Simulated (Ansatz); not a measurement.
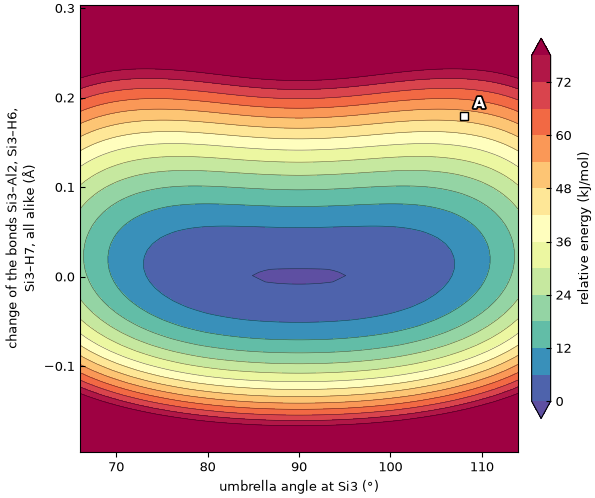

AlH₄OSi, SMILES [OH][AlH][SiH2], spin multiplicity 2. 
- First axis: umbrella angle at Si3 (between each of its bonds and their common axis; 90 is planar). Second axis: change of the bonds Si3–Al2, Si3–H6, Si3–H7, all alike.
- Nothing is relaxed (all other coordinates rigid).
- The scan uses a 9 × 9 grid; 76 points were computed and 5 follow by symmetry.
- Points are written as (first, second).
- Energies are in kJ/mol, from the lowest grid point.
- The calculation used UKS PBE0-D4/def2-TZVP in Ansatz 0.2.0.

The picture shows filled contours, one colour for all values above the top of the scale, the point A. Between grid points the surface is interpolated.

Which way does the force act at A, and how strong is it?

A, at (108°, 0.179 Å), is not a stationary point. The computed force is 0.51 kJ/mol for each degree towards smaller values of the first coordinate and 470 kJ/mol for each Å towards smaller values of the second coordinate.
